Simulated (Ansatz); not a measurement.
The reference is TiS2 in the CdI2 type structure (space group P-3m1, No. 164; a = 3.361 Å, c = 5.523 Å; layered, stacked along the Cartesian z axis).

Structures relaxed with PBE-D3(BJ)/PAW in Ansatz (a quantum-chemistry and plane-wave program), scalar-relativistic without spin-orbit coupling, earlier PAW set.

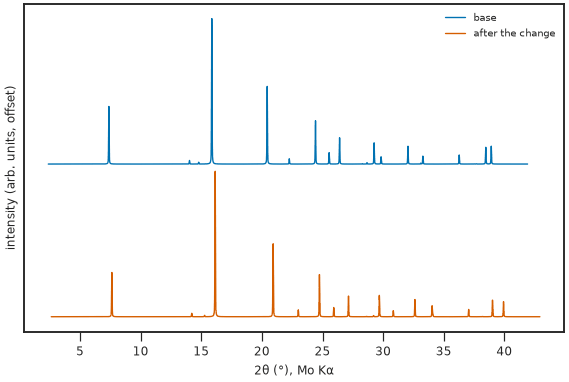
Figure: Simulated powder patterns before (top) and after one change

Problem. Name the change that was made.
(A) pressure 7 GPa
(B) pressure 3 GPa
(C) pressure 75 GPa
(D) pressure 50 GPa

Solution. B, pressure 3 GPa. Its volume per atom is 16.98 Å³ against 18.00 Å³, and its space group is P-3m1 (No. 164).

Load acts through the strain it causes; cell and atoms are relaxed under it. Whether these cells are dynamically stable was not tested. No other phases were tried under pressure. The base started in P3m1 and relaxed to P-3m1 at this level. The final runs are not spin-polarised.
